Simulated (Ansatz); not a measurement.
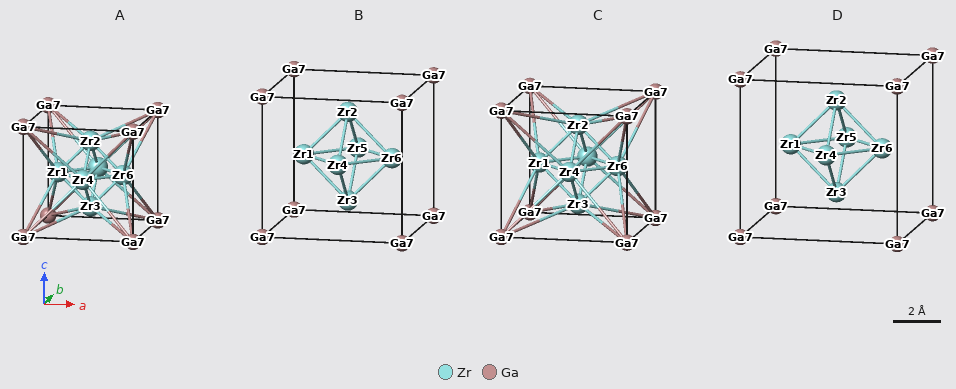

4 geometries from one relaxation of crystalline Zr₆Ga (a generated structure, set up in Pm-3m) (coarse preliminary run), in shuffled order. The picture is a ball-and-stick view of the cell of the calculation, seen slightly off an axis.

Theory: DFT PBE, scalar-relativistic, plane waves, PAW in Ansatz. Settings: plane-wave cutoff 420 eV; k-point mesh 4 × 4 × 4; occupations gaussian; smearing width 0.1 eV; no spin polarisation; cell and atoms relaxed; force threshold 0.04 eV/Å; at most 70 steps.

> Put them in the order of the run, from the start to the converged end.

A, C, B, D. They are steps 0, 3, 6, 14, at +6895 meV per atom, +1487 meV per atom, +498 meV per atom relative to the last. Over 12 accepted moves (14 points after the start) the energy falls by 6895 meV per atom. Largest force component: 23 eV/Å at the start, 0.02 eV/Å at the end. The pressure goes from 193.57 to 0.26 GPa. The SCF was repeated twice at an unchanged geometry on a basis and grid sized afresh for the cell, which shifted the energy by 230 meV per atom at most. The largest moves relative to the cell, 0.041 Å, are those of Zr1, Zr2, Zr3, Zr4, Zr5 and Zr6. Zr2 goes along −c. Ga stays in place. The drawn cell changes as follows: a = b = c 4.865 → 6.956 Å (+43.0 %); the volume changes by +192.2 %. Among the contacts that change: Zr1–Ga7 3.579 → 5.129 Å, Zr1–Zr6 2.889 → 4.048 Å, Zr1–Zr6 (another image) 1.977 → 2.908 Å, Zr1–Zr2 2.043 → 2.862 Å. The space group stays Pm-3m (No. 221).
